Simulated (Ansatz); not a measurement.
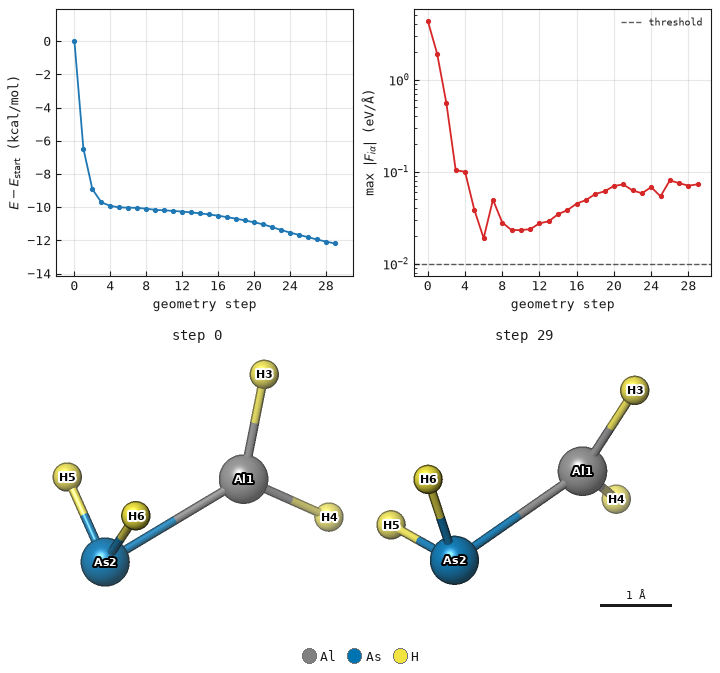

First and last geometry of a relaxation of AlAsH$_{4}$, with the history of the run. The picture is a ball-and-stick view, seen from a free direction.

Method: Ansatz, RKS PBE0-D4/def2-TZVP.

Input
```yaml
crystal:
  periodic: [false, false, false]
  atoms:
    - {symbol: Al, position_ang: [-0.261895, -0.801773, -0.121859]}
    - {symbol: As, position_ang: [-0.321145, 1.590396, -0.335817]}
    - {symbol: H, position_ang: [0.887235, -1.550830, 0.673560]}
    - {symbol: H, position_ang: [-1.325028, -1.886780, -0.697737]}
    - {symbol: H, position_ang: [1.001440, 1.360425, -0.561272]}
    - {symbol: H, position_ang: [0.026419, 1.435316, 1.160040]}
basis:
  gaussian: {orbitals: def2-TZVP}
hamiltonian: {xc: pbe0, dispersion: d4}
relax: {f_tol: 0.01, max_steps: 30, max_displacement: 0.05}
```

Run as
```bash
ansatz run in.yaml --threads 2 --pin off --events-out ev --progress --plain --max-ram 3481MiB
```

### What do the curves and the structures tell?

The relaxation stopped without meeting its thresholds, so the last structure isn't shown to be converged. It used up its limit of 30 steps. The atom that moves furthest after the best rigid fit is H5 (0.81 Å). Largest moves by element: H 0.81 Å, As 0.49 Å, Al 0.22 Å. Among the contacts that change: As2–H5 1.361 → 1.529 Å, Al1–H4 1.625 → 1.589 Å, Al1–As2 2.402 → 2.431 Å, As2–H6 1.544 → 1.524 Å. Bond angles that change, for instance: Al1–As2–H6 78.9° → 92.1°, H3–Al1–H4 109.7° → 120.3°, As2–Al1–H4 128.1° → 118.0°. Groups turn about Al1–As2 by about 75°. The energy falls by 12.2 kcal/mol in 29 geometry steps. The largest force component goes from 4.4 to 0.073 eV/Å. Cost: 3.2 min on 2 threads of Intel Xeon @ 2.50GHz (shared host).

```
step  E − E(0), kcal/mol  largest force component, eV/Å
   0                0.00                         4.3584
   1               -6.47                         1.9234
   2               -8.92                         0.5541
   3               -9.71                         0.1038
   4               -9.93                         0.0999
   5              -10.02                         0.0385
   6              -10.03                         0.0189
   7              -10.05                         0.0496
   8              -10.09                         0.0280
   9              -10.16                         0.0232
  10              -10.19                         0.0232
  11              -10.23                         0.0237
  12              -10.27                         0.0275
  13              -10.32                         0.0289
  14              -10.38                         0.0346
  15              -10.44                         0.0382
  16              -10.52                         0.0451
  17              -10.60                         0.0492
  18              -10.70                         0.0573
  19              -10.80                         0.0612
  20              -10.92                         0.0701
  21              -11.03                         0.0726
  22              -11.21                         0.0626
  23              -11.37                         0.0583
  24              -11.54                         0.0680
  25              -11.67                         0.0539
  26              -11.81                         0.0805
  27              -11.95                         0.0750
  28              -12.08                         0.0705
  29              -12.19                         0.0730
```
